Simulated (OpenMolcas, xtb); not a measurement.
## How methods differ on C3H4F2 (SMILES F/C=C\CF)

C3H4F2: 9 atoms, total charge 0, spin state singlet. As SMILES, `F/C=C\CF`. The coordinates come from a PBE0-D4/def2-TZVP relaxation. This is one conformer, not always the lowest.

```jsonl
{"atom": "F", "x (Å)": "-1.7713", "y (Å)": "0.6962", "z (Å)": "-0.7642"}
{"atom": "C", "x (Å)": "-0.7568", "y (Å)": "-0.0838", "z (Å)": "-1.1488"}
{"atom": "C", "x (Å)": "0.2699", "y (Å)": "-0.3554", "z (Å)": "-0.3643"}
{"atom": "C", "x (Å)": "0.4395", "y (Å)": "0.1552", "z (Å)": "1.0194"}
{"atom": "F", "x (Å)": "1.6566", "y (Å)": "0.8114", "z (Å)": "1.1337"}
{"atom": "H", "x (Å)": "-0.8889", "y (Å)": "-0.4587", "z (Å)": "-2.1569"}
{"atom": "H", "x (Å)": "1.0424", "y (Å)": "-1.0013", "z (Å)": "-0.7656"}
{"atom": "H", "x (Å)": "0.4498", "y (Å)": "-0.6667", "z (Å)": "1.7427"}
{"atom": "H", "x (Å)": "-0.3526", "y (Å)": "0.8568", "z (Å)": "1.2869"}
```

Each level gives the HOMO–LUMO gap (eV). The values are calculated.

```json
{"level": "GFN1-xTB", "kind": "semi-empirical", "program": "xtb", "value (eV)": "5.21", "CPU time": "under 2 s"}
{"level": "HF/6-31G* (spherical functions)", "kind": "Hartree–Fock", "program": "OpenMolcas", "value (eV)": "15.02", "CPU time": "6.7 s"}
{"level": "SVWN5/6-31G* (spherical functions)", "kind": "LDA", "program": "OpenMolcas", "value (eV)": "5.47", "CPU time": "23 s"}
{"level": "PBE/6-31G* (spherical functions)", "kind": "GGA", "program": "OpenMolcas", "value (eV)": "5.55", "CPU time": "36 s"}
{"level": "r2SCAN/6-31G* (spherical functions)", "kind": "meta-GGA", "program": "OpenMolcas", "value (eV)": "6.03", "CPU time": "39 s"}
{"level": "B3LYP/6-31G* (Cartesian functions)", "kind": "global hybrid", "program": "OpenMolcas", "value (eV)": "7.44", "CPU time": "33 s"}
{"level": "B2PLYP/6-31G* (spherical functions)", "kind": "double hybrid", "program": "OpenMolcas", "value (eV)": "10.58", "CPU time": "20 s"}
```

The values span 5.21 to 15.02 eV. Orbital gaps aren't excitation energies, and those of double hybrids come from the SCF part alone; they tend to grow with the share of exact exchange. CPU times are rough (shared hosts, several kinds of processor): they show what a rung costs within a factor of a few.

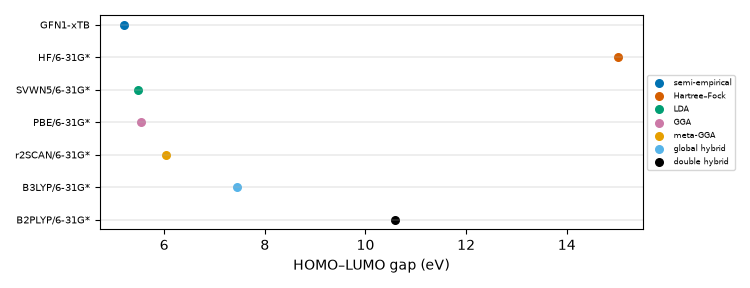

The values of the table, level by level.
